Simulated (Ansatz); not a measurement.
# Profile along the Te–Sn line in SnTe (rock salt)

SnTe (rock salt)

Space group Fm-3m (No. 225); a = 6.4092 Å, b = 6.4092 Å, c = 6.4092 Å, α = 90.00°, β = 90.00°, γ = 90.00°

```tsv
atom	site	symmetry	x	y	z
Te	4a	m-3m	0.0000	0.0000	0.0000
Sn	4b	m-3m	0.5000	0.5000	0.5000
```
(The calculation used a cell of 2 atoms; values per cell refer to that cell.)

Fields along a shortest Te–Sn line of a {100} plane (3.20 Å), from Te to Sn, interpolated on the slice's grid (step about 0.2 Å). Computed with PBE (plane waves to 420 eV, PAW, scalar-relativistic; Ansatz, a program for electronic structure). k mesh 13×13×13. Near the nuclei the fields are pseudised (PAW); where an atom keeps semicore shells as valence, they peak there. SnTe was relaxed with its symmetry unable to fall. Spin-orbit coupling is left out, though Te is heavy.

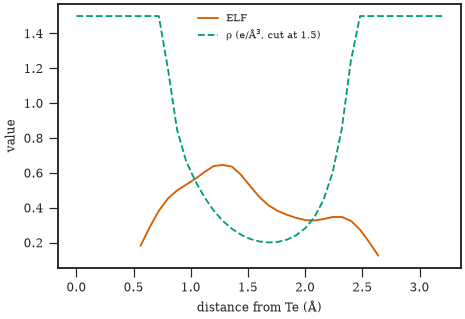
*ELF (away from the nuclei) and valence density from Te to Sn.*

Density on the Te–Sn line (3.20 Å) at its density minimum, 1.7 Å from Te: 0.20 e/Å³. ELF at that point: 0.4. ELF maximum in the middle third of the Te–Sn line: 0.65, 1.3 Å from Te.
